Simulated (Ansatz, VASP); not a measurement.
# Ag2IBr in two plane-wave programs, part 2 of 2

Wanted: the spread between two codes on one cell, functional and k mesh. The cell is invented: As first built, before any earlier steps moved the atoms: it takes the AgI structure with some of its atoms replaced by other elements, volume scaled by an estimate. It may not be a known or stable phase. The cell comes out of the VASP series on this material, whose earlier steps may have relaxed, scaled or displaced it; both programs get it as it stands.

VASP 6.6.1 and Ansatz 0.2.0.

So far. Step 2 (Ansatz: single point, r2SCAN with rVV10): The run ends at a pressure of 0.02 GPa, with forces up to 0.0078 eV/Å. Step 3 (VASP: single point, r2SCAN with rVV10): The run ends at a pressure of 0.00 GPa, with forces up to 0.0093 eV/Å.

## 5. VASP: band structure, r2SCAN with rVV10

Level of this step: r2SCAN with rVV10; plane waves and PAW (I, Ag, Br); invented cell (VASP).

The same path points are solved in both programs, so levels can be compared one by one.

File INCAR:

```
SYSTEM = Ag2IBr
PREC = Accurate
ENCUT = 400
EDIFF = 1E-06
NELM = 100
ISMEAR = -1
SIGMA = 0.05
LREAL = .FALSE.
ALGO = Normal
METAGGA = R2SCAN
LUSE_VDW = .TRUE.
IVDW_NL = 2
BPARAM = 11.95
CPARAM = 0.0093
LASPH = .TRUE.
NBANDS = 32
LORBIT = 11
LWAVE = .FALSE.
LCHARG = .FALSE.
KPAR = 2
```

File POSCAR:

```
Ag2IBr
1.0
    2.2574408138      1.2975045716      7.2887271978
   -2.2498055796      1.3042558178      7.2853162422
    0.0096532815     -2.6031272173      7.2872504607
I Ag Br
1 2 1
Direct
    0.6274979759      0.6216977531      0.6240983326
    0.4970084122      0.4965328676      0.4934692874
    0.0061125640      0.0028380191      0.0044290006
    0.1307220480      0.1260423602      0.1253563795
```

File KPOINTS:

```
Automatic mesh
0
Gamma
7 7 7
0 0 0
```

File KPOINTS_OPT:

```
Line mode
16
Line-mode
Reciprocal
  0.00000000   0.00000000  -0.50000000 X
  0.00000000   0.00000000   0.00000000 GAMMA

  0.00000000   0.00000000   0.00000000 GAMMA
  0.50000000   0.50000000   0.50000000 Y

  0.50000000   0.50000000   0.00000000 L
  0.00000000   0.00000000   0.00000000 GAMMA

  0.00000000   0.00000000   0.00000000 GAMMA
  0.00000000  -0.50000000   0.00000000 Z

  0.00000000  -0.50000000  -0.50000000 N
  0.00000000   0.00000000   0.00000000 GAMMA

  0.00000000   0.00000000   0.00000000 GAMMA
  0.50000000   0.00000000   0.50000000 M

  0.50000000   0.00000000   0.00000000 R
  0.00000000   0.00000000   0.00000000 GAMMA
```

The projector-augmented-wave data sets are I, Ag and Br (PBE family, release 64).

Run with:

```sh
$ mpirun -np 2 vasp_std
```

Numbers of over 12 decimals in the logs are rounded to 6 here.

The program printed:

```text
[banner, memory and clock lines left out]
running    2 mpi-ranks, on    1 nodes
[...]
[... a notice as in an earlier step ...]

 [... a notice as in an earlier step ...]

 LDA part: xc-table for (None), standard interpolation
 POSCAR, INCAR and KPOINTS ok, starting setup
[...]
entering main loop
       N       E                     dE             d eps       ncg     rms          rms(c)
Total rVV10 correction in eV:      1.2576191    46.0444761
Total rVV10 correction in eV:      1.2576191    46.0444761
DAV:   1     0.105895217206E+03    0.10590E+03   -0.13528E+04 11104   0.797E+02
DAV:   2    -0.809688756398E+02   -0.18686E+03   -0.17718E+03 12656   0.197E+02
DAV:   3    -0.900772519988E+02   -0.91084E+01   -0.90523E+01 13416   0.431E+01
DAV:   4    -0.901806445235E+02   -0.10339E+00   -0.10338E+00 13752   0.478E+00
DAV:   5    -0.901814732178E+02   -0.82869E-03   -0.82868E-03 13640   0.433E-01    0.758E+00
Total rVV10 correction in eV:      1.2532147    46.0444760
Total rVV10 correction in eV:      1.2532147    46.0444760
[...]
Total rVV10 correction in eV:      1.2776736    46.0444760
Total rVV10 correction in eV:      1.2776736    46.0444760
DAV:  12    -0.806685417792E+02   -0.92122E-05   -0.15328E-04 12776   0.638E-02    0.592E-02
Total rVV10 correction in eV:      1.2776931    46.0444760
Total rVV10 correction in eV:      1.2776931    46.0444760
DAV:  13    -0.806685419182E+02   -0.13898E-06   -0.22156E-06 13400   0.104E-02
Total rVV10 correction in eV:      1.2777965    46.0444760
Total rVV10 correction in eV:      1.2777965    46.0444760
Total rVV10 correction in eV:      1.2777867    46.0444760
Total rVV10 correction in eV:      1.2777867    46.0444760
   1 F= -.80668542E+02 E0= -.80668542E+02  d E =-.269442E-07
 Start KPOINTS_OPT (optional k-point list driver)
k-point batch [1-112\112]
       N       E                     dE             ncg
DAV:   1     0.192609056084E+05   -0.28580E+05     7248
DAV:   2    -0.221095317065E+04   -0.21472E+05     8192
DAV:   3    -0.325398191901E+04   -0.10430E+04     8648
DAV:   4    -0.326661499693E+04   -0.12633E+02     8992
DAV:   5    -0.326671451352E+04   -0.99517E-01     8768
DAV:   6    -0.326671751123E+04   -0.29977E-02     9120
DAV:   7    -0.326671759924E+04   -0.88003E-04     8360
DAV:   8    -0.326671760224E+04   -0.30020E-05     5936
DAV:   9    -0.326671760275E+04   -0.51192E-06     6008
```

OUTCAR, selected parts (step 5):

```text
  Total       -0.0471374     -0.0446944     -0.0429644      0.0053680      0.0011834     -0.0029873
  in kB       -0.5889800     -0.5584552     -0.5368389      0.0670724      0.0147861     -0.0373262
  external PRESSURE =      -0.5614247 kB  Pullay stress =       0.0000000 kB

 POSITION                                       TOTAL-FORCE (eV/Angst)
 -----------------------------------------------------------------------------------
      0.02387      0.00043     13.65089         0.002661     -0.001185      0.007942
      0.00963      0.00791     10.83599         0.005681     -0.000461      0.001970
      0.00746      0.00010      0.09750        -0.002246      0.001080     -0.007983
      0.01274      0.00769      2.78456        -0.006096      0.000566     -0.001928
 -----------------------------------------------------------------------------------
    total drift:                                0.000068      0.000085     -0.000541

  FREE ENERGIE OF THE ION-ELECTRON SYSTEM (eV)
  ---------------------------------------------------
  free  energy   TOTEN  =       -80.6685419182 eV

  energy  without entropy=      -80.6685418913  energy(sigma->0) =      -80.66854190

[... 1 part as in an earlier step ...]

[... 2 further parts left out ...]
[key lines of the parts left out:]
E-fermi :   2.9243
```

The run ends at a pressure of -0.06 GPa, with forces up to 0.0085 eV/Å.

## 6. Ansatz: band structure, r2SCAN with rVV10

The same cell, functional, mesh and smearing now go to Ansatz, which takes its cutoff from its data sets.

The cell comes out of the VASP series on this material, whose earlier steps may have relaxed, scaled or displaced it; both programs get it as it stands.

File input.yaml:

```yaml
crystal:
  lattice:
    - [2.2574408138, 1.2975045716, 7.2887271978]
    - [-2.2498055796, 1.3042558178, 7.2853162422]
    - [0.0096532815, -2.6031272173, 7.2872504607]
  atoms:
    - { symbol: I, position: [0.6274979759, 0.6216977531, 0.6240983326] }
    - { symbol: Ag, position: [0.4970084122, 0.4965328676, 0.4934692874] }
    - { symbol: Ag, position: [0.006112564, 0.0028380191, 0.0044290006] }
    - { symbol: Br, position: [0.130722048, 0.1260423602, 0.1253563795] }
hamiltonian:
  xc: r2scan
  pseudopotentials: { kind: paw }
  dispersion: rvv10
kpoints:
  mp_grid: { grid: [7, 7, 7] }
  band_path:
    path:
      - [0.0, 0.0, -0.5]
      - [0.0, 0.0, -0.4]
      - [0.0, 0.0, -0.26667]
      - [0.0, 0.0, -0.13333]
      - [0.0, 0.0, 0.0]
      - [0.1, 0.1, 0.1]
      - [0.2, 0.2, 0.2]
      - [0.33333, 0.33333, 0.33333]
      - [0.46667, 0.46667, 0.46667]
      - [0.43333, 0.43333, 0.0]
      - [0.3, 0.3, 0.0]
      - [0.16667, 0.16667, 0.0]
      - [0.06667, 0.06667, 0.0]
      - [0.0, -0.03333, 0.0]
      - [0.0, -0.16667, 0.0]
      - [0.0, -0.3, 0.0]
      - [0.0, -0.43333, 0.0]
      - [0.0, -0.46667, -0.46667]
      - [0.0, -0.36667, -0.36667]
      - [0.0, -0.23333, -0.23333]
      - [0.0, -0.1, -0.1]
      - [0.0, 0.0, 0.0]
      - [0.13333, 0.0, 0.13333]
      - [0.26667, 0.0, 0.26667]
      - [0.36667, 0.0, 0.36667]
      - [0.5, 0.0, 0.5]
      - [0.4, 0.0, 0.0]
      - [0.26667, 0.0, 0.0]
      - [0.13333, 0.0, 0.0]
      - [0.0, 0.0, 0.0]
    npoints: 1
scf:
  occupations: { method: fermi_dirac, width: 0.05 }
  n_extra_bands: 8
output:
  forces: true
  stress: true
  eigenvalues: true
```

Run with:

```sh
$ ansatz run input.yaml --threads 2 --pin off --max-ram 4608MiB --backend cpu --events-out ev --progress --plain --runs-dir out
```

The program printed:

```text
[...]
Crystal: 4 atoms, lattice volume = 128.226 Å³
Basis set: ecut = 500 eV, 3277 PW (Γ), FFT grids on a1−a3, −a1+a2, a2, exchange–correlation on 160×160×256 points (64 copies of the dense FFT grid, shifted against one another)
Bands: 39, of which v1, the nominal top of the filled ones, is band 31 counted from 1 (30 counted from 0)
Symmetry: 1 space group operations
[...]
k-point 0: bands = [... 27 lower, 4.9504, 5.6571, 5.8179, 5.8195, 7.2189, 9.2656, 12.5878, 12.6166, ... 4 higher]
  k-point 1: bands = [... 27 lower, 4.8213, 5.1945, 5.5275, 5.6220, 7.8980, 9.8601, 12.0236, 12.2997, ... 4 higher]
  k-point 2: bands = [... 27 lower, 4.2779, 4.5435, 5.1433, 5.1937, 9.0286, 10.5037, 11.3930, 11.8709, ... 4 higher]
  k-point 171: bands = [... 27 lower, 4.2136, 4.2804, 4.4763, 4.8735, 9.9811, 10.1921, 10.8897, 11.8066, ... 4 higher]
[key lines of the parts left out:]
SCF converged after 8 iterations
Free energy (F): -25523.013607 eV
Fermi energy:    6.565049 eV
P = ⅓ Tr σ = 0.0203 GPa (0.203 kbar)
```

The job ended after 1.9 min (2 threads of Arm Neoverse V1, shared host; peak memory 1.3 GiB; 3.9 min of CPU time).

## 7. Differences

Both answers:

```csv
quantity,Ansatz,VASP,difference
pressure (GPa),0.02,-0.06,+0.08
gap over the path points (eV),1.399,1.364,+0.035
```

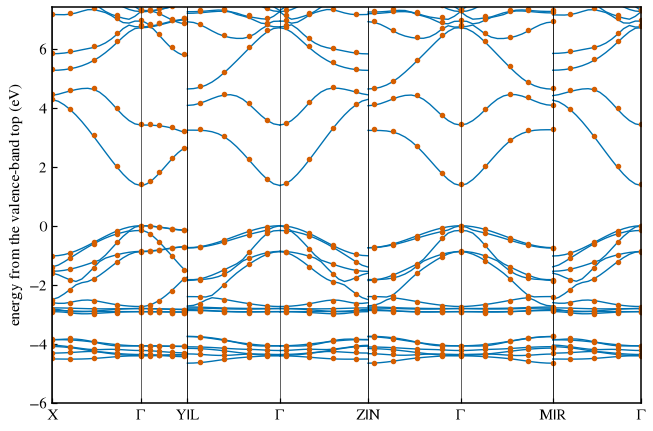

Bands from VASP (lines) and levels from Ansatz (dots). Dots without a line are higher empty bands that the VASP plot leaves out.

Levels at points of the path, from each program's valence-band top (eV; 4 filled, then empty):

```
k (reciprocal lattice)                                  Ansatz                                    VASP
    0.000 0.000 -0.500  -1.62 -1.55 -1.40 -1.02 4.31 4.45 5.30  -1.61 -1.54 -1.39 -1.02 4.27 4.42 5.27
    0.000 0.000 -0.400  -1.84 -1.48 -1.10 -0.92 3.97 4.60 5.35  -1.84 -1.48 -1.10 -0.93 3.94 4.57 5.32
    0.000 0.000 -0.267  -1.43 -1.24 -0.61 -0.57 3.06 4.66 5.63  -1.42 -1.24 -0.61 -0.57 3.03 4.62 5.60
    0.000 0.000 -0.133  -0.98 -0.56 -0.28 -0.17 2.01 3.98 6.26  -0.98 -0.56 -0.28 -0.17 1.98 3.94 6.21
     0.000 0.000 0.000    -0.87 -0.16 0.00 0.00 1.40 3.45 6.77    -0.87 -0.16 0.00 0.00 1.36 3.41 6.71
     0.100 0.100 0.100  -0.86 -0.28 -0.01 -0.01 1.52 3.44 6.79  -0.85 -0.28 -0.01 -0.01 1.49 3.41 6.74
     0.200 0.200 0.200  -0.82 -0.56 -0.05 -0.04 1.82 3.42 6.49  -0.82 -0.56 -0.05 -0.05 1.79 3.39 6.45
     0.333 0.333 0.333  -0.77 -0.76 -0.11 -0.10 2.29 3.34 6.05  -0.76 -0.76 -0.11 -0.11 2.26 3.31 6.01
     0.467 0.467 0.467  -0.72 -0.71 -0.15 -0.15 2.65 3.21 5.82  -0.72 -0.71 -0.15 -0.15 2.62 3.17 5.78
     0.433 0.433 0.000  -1.82 -1.81 -0.73 -0.71 3.27 4.18 4.72  -1.82 -1.81 -0.73 -0.71 3.24 4.15 4.69
```

At this near-relaxed geometry the largest component of a force difference is 7 meV/Å. Among the levels compared (up to four filled and three empty ones at each point), filled levels agree within 5 meV and empty ones within 56 meV. Ansatz's pressure holds a Pulay correction of 0.04 GPa; VASP's holds none.

## 8. Outcome

| Item | Value |
| --- | --- |
| difference in gap on the k mesh (single point, r2SCAN with rVV10) | 0.035 eV |
| difference in gap over the path points (band structure, r2SCAN with rVV10) | 0.035 eV |

The difference in gap over the path points is 0.035 eV (band structure, r2SCAN with rVV10), within the 0.08 eV picked in this series as the mark of a large difference. How closely two codes agree says nothing of how well the functional describes the real material.

[Lines on the potential files, build, host, timing and source positions are cut from VASP's logs without a mark.]

[Logs are printed without paths, hosts, clocks, repeated set-up lines and the standing remarks that a program may print on its own settings, such as how far it seeks lower states.]

[Hosts, paths, dates, database ids (printed as entryN), source tags and the programs' standing remarks are cut or masked in the printed files.]
